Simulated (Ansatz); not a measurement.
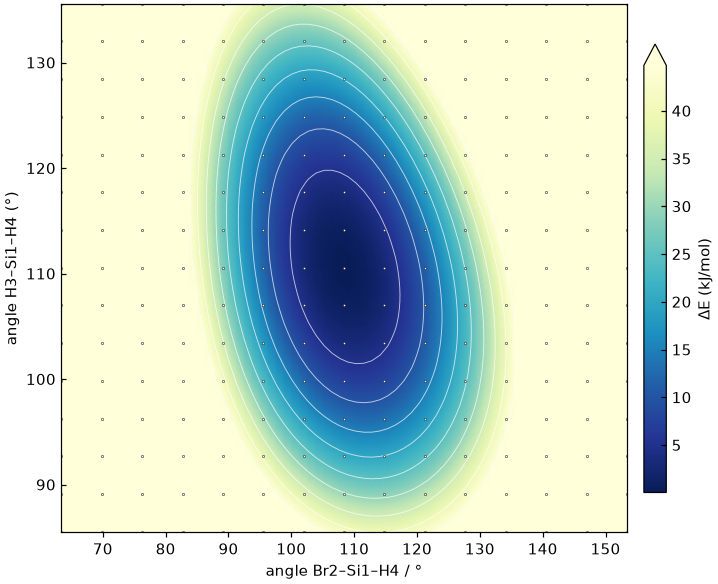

BrH₃Si, SMILES [SiH3]Br. 
- First axis: angle Br2–Si1–H4. Second axis: angle H3–Si1–H4.
- Nothing is relaxed (all other coordinates rigid).
- Grid: 15 × 15 points.
- Energies: kJ/mol, counted from the lowest grid point.
- All numbers below come from RKS PBE0-D4/def2-TZVP (Ansatz 0.2.0).

Drawn: a smooth colour map with a few white contour lines, dots at the grid points, one colour for all values above the top of the scale. Between grid points the surface is interpolated.

Question: Where is the minimum, and how stiff is the well along each coordinate?

Answer: The interpolated minimum is at angle Br2–Si1–H4 ≈ 108.4°, angle H3–Si1–H4 ≈ 110.5°. The curvatures there are about 4.8 eV/rad² and 4.4 eV/rad², with a cross term of about 1.3 eV/rad². Round the minimum the valley is somewhat tilted: raising angle Br2–Si1–H4 shifts the best value of angle H3–Si1–H4 downwards (coupling k₁₂/√(k₁₁k₂₂) about 0.3). (1 eV is 96.5 kJ/mol.)
